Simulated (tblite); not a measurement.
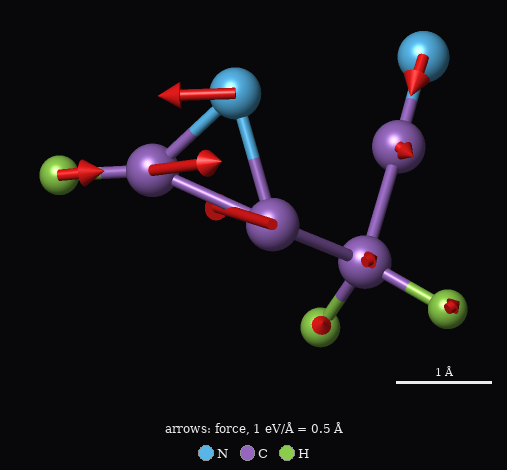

Starting geometry of C4H3N2 (multiplicity 2) with the computed forces as red arrows. The picture is a ball-and-stick view, seen at a tilt.

These are results of GFN2-xTB geometry optimisation, gas phase (tblite), not measurements. 

Q: Is this structure relaxed? If not, where do the atoms go?

A: It isn't relaxed: the largest force vector, on a C atom, is 3.12 eV/Å. The final displacements follow the starting forces only in part (cosine between the two patterns 0.33). An N atom moves most after the best rigid fit: 1.94 Å. By element the largest moves are N 1.94 Å, H 1.17 Å, C 0.63 Å. Near-neighbour distances that change, for instance: C–C 1.494 → 1.314 Å, C–N 1.303 → 1.461 Å, C–C 1.534 → 1.464 Å, C–N 1.436 → 1.386 Å. Among the angles between lasting bonds that change: C–C–C 111.3° → 153.1°, C–C–N 114.2° → 141.5°, C–C–N 52.8° → 65.4°. After 113 geometry steps the energy has fallen by 0.830 eV.
